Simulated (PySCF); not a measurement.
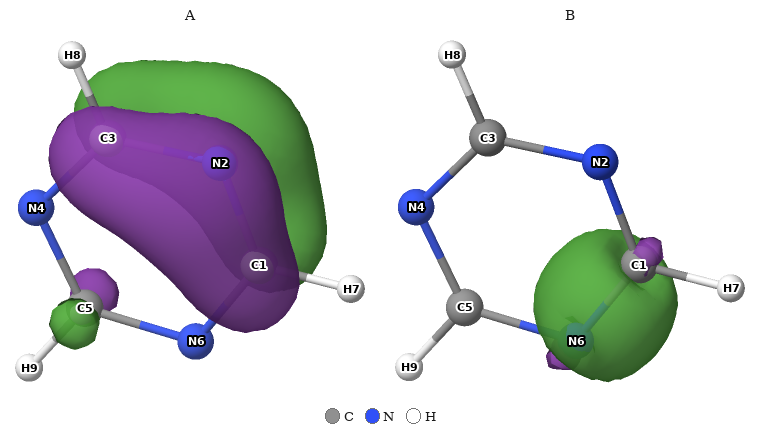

*C3H3N3, SMILES `c1ncncn1`. Pipek–Mezey orbitals, occupied; each surface holds about 80 % of the orbital's density. Energies are diagonal elements of the Fock matrix.*

PySCF calculation, PBE0/cc-pVTZ, gas phase; geometry: GFN2-xTB. No frequency check shows the geometry to be a minimum.

Coordinates in Å:

```
C1      -0.5449    1.1649    0.0000
N2      -1.3507    0.1166    0.0000
C3      -0.7364   -1.0544    0.0000
N4       0.5744   -1.2280    0.0000
C5       1.2813   -0.1105    0.0000
N6       0.7763    1.1115    0.0000
H7      -1.0038    2.1459    0.0000
H8      -1.3565   -1.9423    0.0000
H9       2.3603   -0.2037    0.0000
```

> What does each orbital represent in a Lewis picture?

By panel:
- A: delocalised π orbital mainly over N2, C1 and C3 (N2 56 %, C1 20 %, C3 20 %; −10.9 eV)
- B: σ bond N6–C1 (N6 55 %, C1 44 %; −21.0 eV)
